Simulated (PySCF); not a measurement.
```
atom    x (Å)    y (Å)    z (Å)
   F  -2.6564  -1.4948   0.1878
   C  -2.4948  -0.1631  -0.1152
   O  -1.3475   0.3331   0.4409
   C  -0.1570  -0.2167  -0.0822
   C   1.0067   0.4232   0.5413
   C   2.3611   0.1270   0.0477
   F   2.6889  -1.1859   0.1386
   F   2.5185   0.4224  -1.2678
   F   3.3061   0.8021   0.7050
   H  -2.5060  -0.1037  -1.2172
   H  -3.3382   0.3764   0.3270
   H  -0.1375  -1.3112   0.0996
   H  -0.1282  -0.0961  -1.1836
   H   0.8836   1.1096   1.3558
```

Geometry: GFN2-xTB.

Theory: UKS B3LYP, pcH-1 on C F H O, non-relativistic, mean-field spin-orbit, GIAO (PySCF).

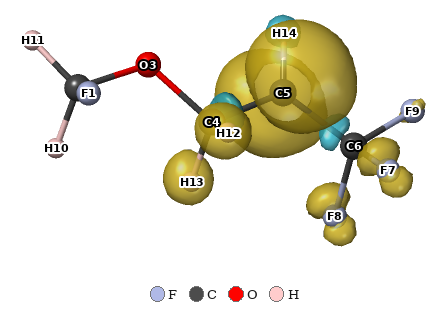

C4H5F4O (SMILES FCOC[CH]C(F)(F)F) (doublet). Isosurfaces of the spin density at +0.03 (yellow) and −0.03 e/Å³ (cyan), seen at a tilt.

**Describe the spin distribution.**

The unpaired spin (1 electron) lies mostly on C5 (about 0.7), in electrons by Hirshfeld's partition.
